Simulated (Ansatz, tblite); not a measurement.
**SiCl4: which spin state is lowest**

Is the singlet the ground state of SiCl4? Other spin states are computed and compared level by level.

Method: as each input shows; program: Ansatz 0.2.0, Gaussian basis.

The runs, in order: triplet, at the geometry of the singlet (GFN1-xTB, GFN2-xTB, PBE0-D4/def2-TZVP, PBE-D4/def2-TZVP, r2SCAN-D4/def2-TZVP); the singlet's energies come from earlier runs.

### 1 The relaxed structure

The singlet was relaxed beforehand with PBE-D4/def2-SVP.

5 atoms, charge 0, spin multiplicity 1.

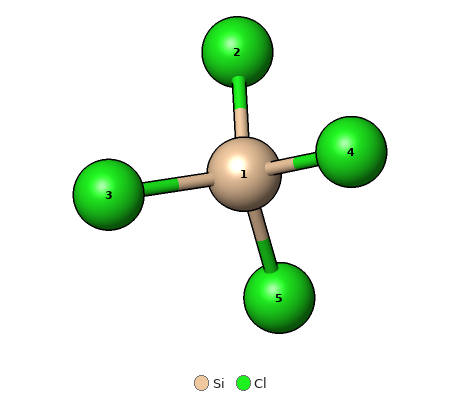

The structure; silicon light orange, chlorine green; atoms are numbered from 1 in the order of the file.

### 2 Triplet at the fixed geometry, GFN1-xTB

Tight binding, by tblite at 300 K electronic temperature and without a spin-polarisation term:

```python
tblite.interface.Calculator('GFN1-xTB', numbers, positions, charge=0, uhf=2).singlepoint()
```

Energy -512.7356 eV; 0.006 s.

### 3 Triplet at the fixed geometry, GFN2-xTB

Tight binding, by tblite at 300 K electronic temperature and without a spin-polarisation term:

```python
tblite.interface.Calculator('GFN2-xTB', numbers, positions, charge=0, uhf=2).singlepoint()
```

Energy -539.4772 eV; 0.012 s.

### 4 Triplet at the fixed geometry, PBE0-D4/def2-TZVP

The input, in.yaml:

```yaml
crystal:
  periodic: [false, false, false]
  atoms:
    - {symbol: Si, position_ang: [0.000691, -0.000447, -0.000119]}
    - {symbol: Cl, position_ang: [0.009906, -0.017511, 2.051691]}
    - {symbol: Cl, position_ang: [1.931630, 0.010971, -0.694257]}
    - {symbol: Cl, position_ang: [-0.974655, 1.678331, -0.663807]}
    - {symbol: Cl, position_ang: [-0.967572, -1.671353, -0.693498]}
basis:
  gaussian: {orbitals: def2-TZVP}
magnetization: {spin_polarized: true, initial_magnetization: 2}
hamiltonian: {xc: pbe0, dispersion: d4}
scf: {omitted_lower_state_checks: [starts]}
output: {orbitals: {seedname: orbitals}}
```

The run is started by

```console
$ ansatz run in.yaml --threads 2 --pin off --events-out ev --progress --plain --max-ram 4352MiB
```

Output:

```text
Functional definition: PBE0
  name "PBE0"
  cite "Adamo & Barone, J. Chem. Phys. 110, 6158 (1999) doi:10.1063/1.478522"
  cite "Perdew, Burke & Ernzerhof, Phys. Rev. Lett. 77, 3865 (1996) doi:10.1103/PhysRevLett.77.3865"
  parent pbe
  parameter a = 0.25
  parameter kappa = 0.804
  parameter beta = 0.06672455060314922
  exchange = (1 - a)*pbe_x(kappa = kappa, mu = beta*pi^2/3) + a*exact_x
  correlation = pbe_c(beta = beta)
these checks for a lower state are left out or cut short: starts
1340 factors; their error is unknown
mean field evaluation 1: about -57948.3676 eV, gradient 1.1e1 eV
mean field evaluation 2: about -57943.6069 eV, gradient 2.7e1 eV
mean field evaluation 4: about -57948.9814 eV, gradient 3.4e0 eV
mean field evaluation 8: about -57949.0800 eV, gradient 1.8e-1 eV
mean field evaluation 16: about -57949.2656 eV, gradient 8.1e-2 eV
mean field evaluation 32: about -57949.2789 eV, gradient 1.3e-5 eV
mean field -57949.27890232 eV, -2129.5967202283 hartree, gradient 6.8e-6 eV, S^2 2.005242; 0 other end points of the search recorded, 0 dependent functions left out
reference -57949.27893208 eV, -2129.5967213220 hartree; 42, 40 occupied and 143, 145 virtual orbitals, 1340 factors
Total energy: -57949.50811976 eV, -2129.6051438138 hartree
Checks for a lower state left out: starts
```

Wall time 38 s (2 threads of Arm Neoverse V1, shared host); peak memory 1.2 GiB.

Report: HOMO -2.79 eV, LUMO -7.93 eV (over both spins; with the spin held, an empty level of the minority spin lies below the top filled one); ⟨S²⟩ 2.005 (pure: 2.00).

### 5 Triplet at the fixed geometry, PBE-D4/def2-TZVP

start.molden holds the orbitals of an earlier run on this state, given as this run's starting guess.

in.yaml, as its differences from that of step 4:

```diff
@@ -9,5 +9,5 @@
 basis:
-  gaussian: {orbitals: def2-TZVP}
+  gaussian: {orbitals: def2-TZVP, initial_orbitals: start.molden}
 magnetization: {spin_polarized: true, initial_magnetization: 2}
-hamiltonian: {xc: pbe0, dispersion: d4}
+hamiltonian: {xc: pbe, dispersion: d4}
 scf: {omitted_lower_state_checks: [starts]}
```

The command is unchanged.

Output:

```text
Functional definition: PBE
  name "PBE"
  cite "Perdew, Burke & Ernzerhof, Phys. Rev. Lett. 77, 3865 (1996) doi:10.1103/PhysRevLett.77.3865"
  parent pbe
  parameter kappa = 0.804
  parameter beta = 0.06672455060314922
  exchange = pbe_x(kappa = kappa, mu = beta*pi^2/3)
  correlation = pbe_c(beta = beta)
these checks for a lower state are left out or cut short: starts
1276 factors; their error is unknown
mean field evaluation 1: about -57945.2086 eV, gradient 1.2e1 eV
mean field evaluation 2: about -57945.3283 eV, gradient 1.8e-1 eV
mean field evaluation 4: about -57945.3158 eV, gradient 7.0e-4 eV
mean field evaluation 8: about -57945.3158 eV, gradient 2.3e-5 eV
mean field -57945.31584007 eV, -2129.4510803767 hartree, gradient 2.3e-6 eV, S^2 2.001624; 0 other end points of the search recorded, 0 dependent functions left out
reference -57945.31587972 eV, -2129.4510818339 hartree; 42, 40 occupied and 143, 145 virtual orbitals, 1276 factors
Total energy: -57945.58268309 eV, -2129.4608866768 hartree
Checks for a lower state left out: starts
```

It took 7 s on 2 threads of Arm Neoverse V1, shared host.

HOMO -2.06 eV, LUMO -8.08 eV (over both spins; with the spin held, an empty level of the minority spin lies below the top filled one); ⟨S²⟩ 2.002 (pure: 2.00).

### 6 Triplet at the fixed geometry, r2SCAN-D4/def2-TZVP

in.yaml, as its differences from that of step 5:

```diff
@@ -11,3 +11,3 @@
 magnetization: {spin_polarized: true, initial_magnetization: 2}
-hamiltonian: {xc: pbe, dispersion: d4}
+hamiltonian: {xc: r2scan, dispersion: d4}
 scf: {omitted_lower_state_checks: [starts]}
```

Launched as before.

Output, cut to the lines that bear on the results:

```text
Functional definition: r2SCAN
  name "r2SCAN"
  cite "Furness, Kaplan, Ning, Perdew & Sun, J. Phys. Chem. Lett. 11, 8208 (2020) doi:10.1021/acs.jpclett.0c02405"
  cite "Furness, Kaplan, Ning, Perdew & Sun, J. Phys. Chem. Lett. 11, 9248 (2020) doi:10.1021/acs.jpclett.0c03077"
  parent r2scan
[...]
1276 factors; their error is unknown
[...]
mean field -57965.40004966 eV, -2130.1891614657 hartree, gradient 2.4e-6 eV, S^2 2.003780; 0 other end points of the search recorded, 0 dependent functions left out
reference -57965.40006008 eV, -2130.1891618486 hartree; 42, 40 occupied and 143, 145 virtual orbitals, 1276 factors
Total energy: -57965.45839301 eV, -2130.1913055443 hartree
Checks for a lower state left out: starts
```

Run time: 40 s. Hardware: 2 threads of Arm Neoverse V1, shared host; peak memory 0.55 GiB.

From the report: HOMO -2.05 eV, LUMO -8.33 eV (over both spins; with the spin held, an empty level of the minority spin lies below the top filled one); ⟨S²⟩ 2.004 (pure: 2.00).

### 7 Triplet less singlet, vertical

The singlet's energies are those of its earlier runs, whose logs aren't repeated here.

```csv
level,"triplet less singlet, vertical (kcal/mol)",time
GFN1-xTB,+185.1,0.013 s
GFN2-xTB,+164.6,0.018 s
PBE-D4/def2-TZVP,+139.7,9.6 s
r2SCAN-D4/def2-TZVP,+151.3,47 s
PBE0-D4/def2-TZVP,+157.8,42 s
```

Times add the two runs; a level without a time comes out of a correlated run. Tight binding without a spin term can't rank spin states.

### 8 Outcome

| quantity | value |
| --- | --- |
| triplet less singlet, vertical, functionals in def2-TZVP | +139.7 (PBE-D4) to +157.8 kcal/mol (PBE0-D4) |

**Reading.** All functionals put the triplet above the singlet, over a spread of 18.0 kcal/mol. The checks for a lower triplet were left out, so another state of that spin may lie lower. These are electronic energies, without zero-point motion, entropy or surroundings.
